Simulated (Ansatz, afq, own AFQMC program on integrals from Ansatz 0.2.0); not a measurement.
# GeNH3 (singlet): quantum Monte Carlo beside coupled cluster at distance Ge1–N2 = 1.566 Å, cc-pVDZ, part 2 of 2

Ansatz 0.2.0, Gaussian basis, and an in-house AFQMC program (afq) on its integrals; all values are calculated; cc-pVDZ, frozen cores.

### Step 11. Phaseless AFQMC, single-determinant trial on RHF

It reads the integrals that the CCSD(T) run on this determinant wrote.

Started as:

```
afq ham --method phaseless --trial hf --walkers 120 --populations 1 --least-time 40 --time-step 0.005 --steps-per-block 20 --equilibration-blocks 112 --max-blocks 600 --target-error 0.00126 --factor-cut 1e-05 --seed 8705 --taylor-order 6
```

Log:

```text
orbitals 41  electrons 6 6  factors 340 of 596
reference energy -2131.43990878 Eh
CCSD correlation -0.29169257 Eh in 12 cycles, weight of the determinant in the CISD state 0.8721
energy of the start -2131.439909 Eh
 block  time / (1/Eh)  mean weight  energy / Eh
     1     0.100  1.0012  -2131.501431
     2     0.200  1.0014  -2131.557024
     3     0.300  1.0023  -2131.597019
     4     0.400  1.0041  -2131.633213
     5     0.500  0.9976  -2131.642454
     6     0.600  1.0010  -2131.634816
     7     0.700  1.0007  -2131.649005
     8     0.800  1.0005  -2131.689446
     9     0.900  1.0028  -2131.692140
    10     1.000  1.0009  -2131.697614
    18     1.800  0.9999  -2131.716304
    35     3.500  0.9995  -2131.715468
    52     5.200  1.0021  -2131.731784
    69     6.900  1.0009  -2131.718114
    86     8.600  0.9985  -2131.763909
   103    10.300  1.0028  -2131.779622
   120    12.000  1.0000  -2131.718743
   137    13.700  0.9999  -2131.727680
   154    15.400  1.0001  -2131.730801
   171    17.100  1.0010  -2131.718499
   188    18.800  0.9988  -2131.750754
   205    20.500  1.0002  -2131.733376
   222    22.200  0.9994  -2131.725159
   239    23.900  0.9983  -2131.707611
   256    25.600  0.9994  -2131.724091
   273    27.300  0.9988  -2131.765741
   290    29.000  0.9970  -2131.797524
   307    30.700  0.9990  -2131.764626
   324    32.400  1.0008  -2131.728268
   341    34.100  0.9990  -2131.712366
   358    35.800  1.0006  -2131.728624
   375    37.500  1.0003  -2131.772846
   392    39.200  1.0033  -2131.783260
   409    40.900  1.0004  -2131.734514
   426    42.600  0.9986  -2131.752732
   443    44.300  1.0008  -2131.745282
   460    46.000  0.9978  -2131.739973
   477    47.700  1.0013  -2131.753895
   494    49.400  0.9990  -2131.750360
   511    51.100  0.9989  -2131.739381
   528    52.800  1.0008  -2131.744783
   545    54.500  0.9968  -2131.728327
   562    56.200  0.9993  -2131.760798
   579    57.900  0.9985  -2131.731169
   596    59.600  0.9990  -2131.724883
   613    61.300  0.9994  -2131.748390
   630    63.000  1.0019  -2131.758177
   647    64.700  0.9984  -2131.743891
   664    66.400  0.9981  -2131.783178
   681    68.100  1.0027  -2131.785039
   698    69.800  1.0016  -2131.780416
blocks merged  error / Eh  count
     1  0.001137  600
     2  0.001497  300
     4  0.001910  150
     8  0.002329  75
    16  0.002792  37
    32  0.002944  18
    64  0.003020  9
energy -2131.746060 +/- 0.002944 Eh
```

Run time: 3.1 min. Hardware: 1 thread of Arm Neoverse V1, shared host.

Energy -58007.7654 ± 0.0801 eV. Caveats: constraint bias not in the error; error above the target.

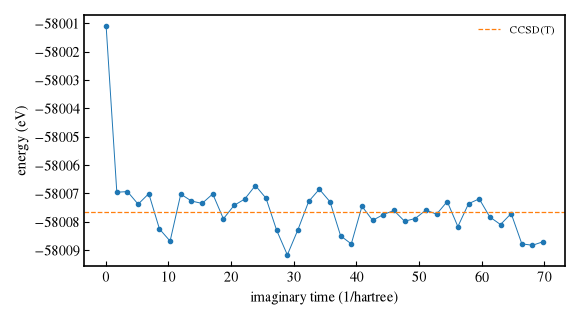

Block energies along the walk.

### Step 12. Free-projection AFQMC, CISD trial on RHF

It reads the integrals that the CCSD(T) run on this determinant wrote.

Started as:

```
afq ham --method free --trial cisd --walkers 60 --time-step 0.03 --max-blocks 80 --target-error 0.00042 --factor-cut 1e-05 --seed 4937 --times 0,0.21,0.42,0.81,1.2,1.8,2.4,3 --taylor-order 8
```

Log:

```text
orbitals 41  electrons 6 6  factors 340 of 596
reference energy -2131.43990878 Eh
CCSD correlation -0.29169257 Eh in 12 cycles, weight of the determinant in the CISD state 0.8721
repeat  energy at the last time / Eh  error
    10  -2131.741383  0.002506
    20  -2131.743384  0.002141
    30  -2131.742656  0.001485
    40  -2131.743511  0.001329
    50  -2131.742906  0.001165
    60  -2131.743428  0.001012
    70  -2131.743767  0.000964
    80  -2131.744236  0.000884
time / (1/Eh)  energy / Eh  error  mean overlap
  0.00  -2131.731808  0.000559  1.1486
  0.21  -2131.736993  0.000461  1.1547
  0.42  -2131.739240  0.000456  1.1552
  0.81  -2131.741269  0.000440  1.1471
  1.20  -2131.742222  0.000547  1.1589
  1.80  -2131.743256  0.000631  1.1348
  2.40  -2131.742306  0.000522  1.1629
  3.00  -2131.744236  0.000884  1.1254
energy -2131.744236 +/- 0.000884 Eh
```

Run time: 2.5 min. Hardware: 1 thread of Arm Neoverse V1, shared host.

Energy -58007.7158 ± 0.0240 eV. Caveats: remainder of the start not in the error; error above the target.

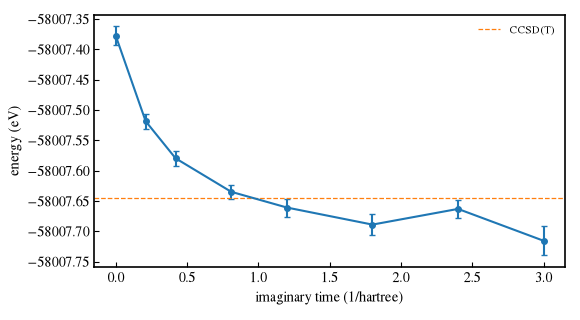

Energy against projection time, with error bars.

### Step 13. Phaseless AFQMC, single-determinant trial on RHF (settings varied)

It reads the integrals that the CCSD(T) run on this determinant wrote.

Started as:

```
afq ham --method phaseless --trial hf --walkers 80 --populations 1 --least-time 40 --time-step 0.02 --steps-per-block 10 --equilibration-blocks 30 --max-blocks 300 --target-error 0.00084 --factor-cut 1e-06 --seed 5488 --taylor-order 4
```

Log:

```text
orbitals 41  electrons 6 6  factors 402 of 596
reference energy -2131.43990878 Eh
CCSD correlation -0.29169273 Eh in 12 cycles, weight of the determinant in the CISD state 0.8721
energy of the start -2131.439909 Eh
 block  time / (1/Eh)  mean weight  energy / Eh
     1     0.200  1.0036  -2131.557678
     2     0.400  1.0170  -2131.630626
     3     0.600  1.0119  -2131.692444
     4     0.800  1.0040  -2131.705393
     5     1.000  1.0183  -2131.699956
     6     1.200  1.0120  -2131.689785
     7     1.400  1.0040  -2131.731232
     8     1.600  1.0066  -2131.765202
     9     1.800  1.0034  -2131.792106
    10     2.000  0.9991  -2131.754916
    17     3.400  0.9920  -2131.744149
    25     5.000  1.0099  -2131.727452
    33     6.600  0.9949  -2131.754192
    41     8.200  0.9947  -2131.737680
    49     9.800  0.9985  -2131.717124
    57    11.400  0.9932  -2131.739374
    65    13.000  1.0049  -2131.751968
    73    14.600  0.9948  -2131.747810
    81    16.200  1.0048  -2131.828268
    89    17.800  1.0104  -2131.721566
    97    19.400  0.9996  -2131.741391
   105    21.000  0.9991  -2131.730575
   113    22.600  0.9970  -2131.732134
   121    24.200  1.0120  -2131.731746
   129    25.800  1.0124  -2131.755808
   137    27.400  0.9943  -2131.753108
   145    29.000  0.9920  -2131.743821
   153    30.600  0.9960  -2131.764575
   161    32.200  0.9969  -2131.737288
   169    33.800  0.9970  -2131.742321
   177    35.400  0.9960  -2131.707398
   185    37.000  1.0114  -2131.752197
   193    38.600  0.9985  -2131.724683
   201    40.200  0.9928  -2131.773846
   209    41.800  0.9980  -2131.717467
   217    43.400  1.0034  -2131.726363
   225    45.000  1.0009  -2131.786123
   233    46.600  1.0028  -2131.761421
   241    48.200  0.9948  -2131.736236
   249    49.800  0.9940  -2131.711901
   257    51.400  1.0037  -2131.821767
   265    53.000  0.9965  -2131.711921
   273    54.600  1.0108  -2131.756353
   281    56.200  1.0082  -2131.801179
   289    57.800  0.9952  -2131.748512
   297    59.400  1.0070  -2131.741039
   305    61.000  1.0039  -2131.687945
   313    62.600  0.9933  -2131.779010
   321    64.200  0.9982  -2131.758361
   329    65.800  1.0039  -2131.756788
blocks merged  error / Eh  count
     1  0.001804  300
     2  0.002338  150
     4  0.002817  75
     8  0.003008  37
    16  0.003412  18
    32  0.003575  9
energy -2131.743935 +/- 0.003412 Eh
```

It took 36 s on 1 thread of Arm Neoverse V1, shared host.

Energy -58007.7076 ± 0.0928 eV. The run doesn't count as converged. Caveats: constraint bias not in the error; error above the target.

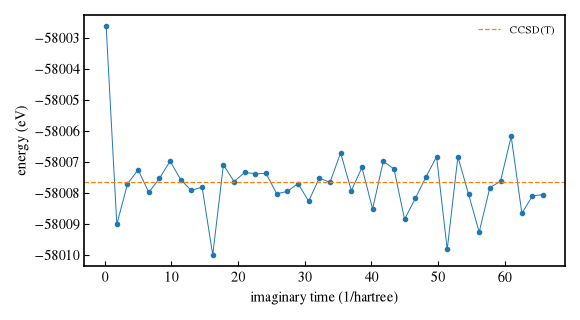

Block energies along the walk.

### Step 14. UHF

in.yaml reads:

```yaml
crystal:
  periodic: [false, false, false]
  atoms:
    - {symbol: Ge, position_ang: [0.000000, 0.011632, 0.247327]}
    - {symbol: N, position_ang: [0.000000, -0.118932, -1.313220]}
    - {symbol: H, position_ang: [0.000000, 1.290716, 1.109617]}
    - {symbol: H, position_ang: [0.000000, -1.276434, 1.071073]}
    - {symbol: H, position_ang: [0.000000, 0.800114, -1.756050]}
basis:
  gaussian: {orbitals: cc-pVDZ}
magnetization: {spin_polarized: true, initial_magnetization: 0}
hamiltonian: {xc: hf}
output: {orbitals: {seedname: orbitals}}
```

Started as:

```
ansatz run in.yaml --threads 1 --pin off --events-out ev --progress --plain --max-ram 1382MiB
```

Log:

```text
Functional definition: HF
  name "HF"
  cite "Fock, Z. Phys. 61, 126 (1930) doi:10.1007/BF01340294"
  parent pbe
  exchange = exact_x
  correlation = 0
596 factors; integrals over basis functions are off by at most 1.1e-3 eV
mean field evaluation 1: about -57995.8412 eV, gradient 2.7e1 eV
mean field evaluation 2: about -57995.8447 eV, gradient 2.7e1 eV
mean field evaluation 4: about -57999.3937 eV, gradient 1.7e0 eV
mean field evaluation 8: about -57999.4346 eV, gradient 2.2e-3 eV
mean field evaluation 16: about -57999.4346 eV, gradient 8.3e-3 eV
mean field evaluation 32: about -57999.4346 eV, gradient 2.5e-6 eV
mean field evaluation 64: about -57995.8439 eV, gradient 2.7e1 eV
mean field -57999.43462039 eV, -2131.4399088707 hartree, gradient 2.5e-6 eV, S^2 0.002226; 2 other end points of the search recorded, 0 dependent functions left out
reference -57999.43462039 eV, -2131.4399088707 hartree; 21, 21 occupied and 35, 35 virtual orbitals, 596 factors
Total energy: -57999.43462039 eV, -2131.4399088707 hartree
```

Wall time 2 s (1 thread of Arm Neoverse V1, shared host).

From the report: ⟨S²⟩ of the determinant 0.002 (pure singlet: 0.00).

### Step 15. All levels side by side

On the RHF determinant, counted from CCSDT(Q) (a yardstick, not exact):

```
                                                             level  energy (eV)  from CCSDT(Q) (kcal/mol)  statistical error (kcal/mol)     time
                                                                HF  -57999.4346                   +190.44                                       
                                                               MP2  -58006.7853                    +20.93                                       
                                                              CCSD  -58007.3720                     +7.40                                       
                                                           CCSD(T)  -58007.6450                     +1.11                                       
                                                          CCSDT(Q)  -58007.6930                      0.00                                       
               Phaseless AFQMC, CISD trial, step 0.005, 60 walkers  -58007.6403                     +1.21                          0.42  4.7 min
Phaseless AFQMC, single-determinant trial, step 0.005, 120 walkers  -58007.7654                     -1.67                          1.85  3.1 min
          Free-projection AFQMC, CISD trial, step 0.03, 60 walkers  -58007.7158                     -0.53                          0.55  2.5 min
```

The functionals' totals stand on their own zeros and serve differences with other points: PBE -58043.500 eV; r2SCAN -58052.808 eV; PBE0 -58045.024 eV; B3LYP -58055.244 eV; wB97M-V -58050.015 eV; B2PLYP -58041.020 eV.

### Step 16. Outcome

What follows sums up all 2 parts.

| quantity | value |
| --- | --- |
| CCSD(T) on RHF from CCSDT(Q) | +1.11 kcal/mol |
| Phaseless AFQMC, CISD trial on RHF from CCSDT(Q) | +1.21 ± 0.42 kcal/mol |
| Phaseless AFQMC, single-determinant trial on RHF from CCSDT(Q) | -1.67 ± 1.85 kcal/mol |
| Free-projection AFQMC, CISD trial on RHF from CCSDT(Q) | -0.53 ± 0.55 kcal/mol |

What this shows: On RHF the phaseless walk with the CISD trial lies +1.21 kcal/mol from CCSDT(Q), within three error bars. Free projection has no constraint; at the last time it gives -0.53 ± 0.55 kcal/mol. Error bars are statistical and leave out the constraint, the time step and what remains of the start.
